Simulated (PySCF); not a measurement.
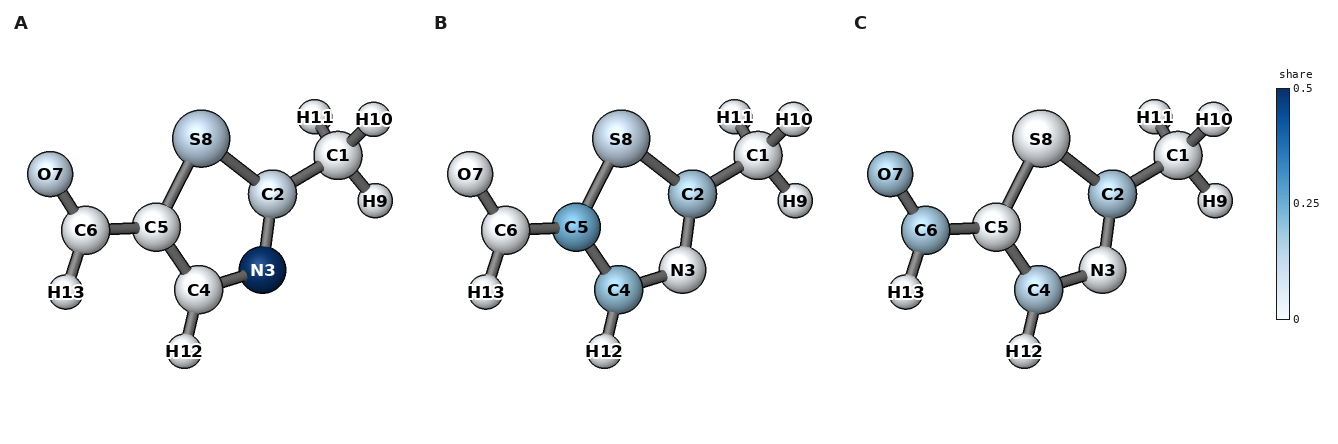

Each panel colours the atoms by their Löwdin share in one orbital (up to four of the largest shares; other atoms are shown as zero). The computed structure is the end point of a GFN2-xTB optimisation. No frequency run is at hand to confirm it as a minimum. Method: PBE0/def2-SVPD (PySCF 2.14.0).

**The panels show the HOMO−2, HOMO, LUMO, in some order. Which is which?**

A: HOMO−2, −8.53 eV; N3 0.49, S8 0.13, O7 0.10, C2 0.08
B: HOMO, −7.64 eV; C5 0.24, C4 0.19, C2 0.16, S8 0.11
C: LUMO, −2.30 eV; C6 0.17, O7 0.17, C2 0.15, C4 0.15
